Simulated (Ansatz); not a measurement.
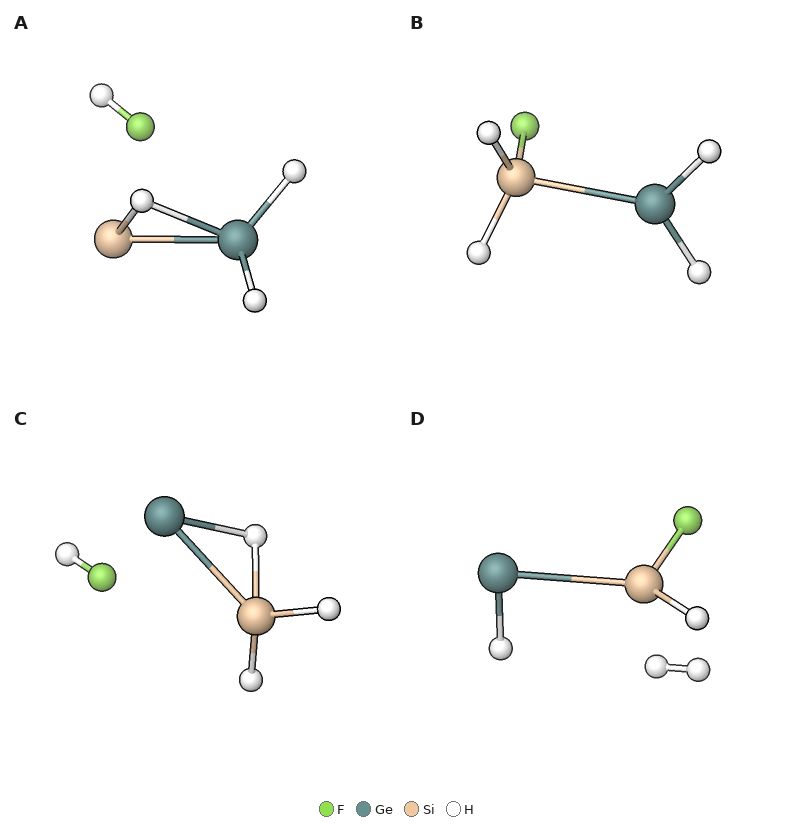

4 stationary structures of one formula. State: charge +1, singlet. Geometries: PBE0-D4/def2-TZVP. Electronic energies: PBE0-D4/def2-TZVP (Ansatz 0.2.0), without zero-point energy. No frequency run is at hand to confirm each as a minimum. Each is one conformer, not always the lowest.

> Which structure is the most stable?

B is lowest (Cs); D lies 115.1 kJ/mol above it (C1), C lies 127.7 kJ/mol above it (C1), A lies 190.8 kJ/mol above it (C1).
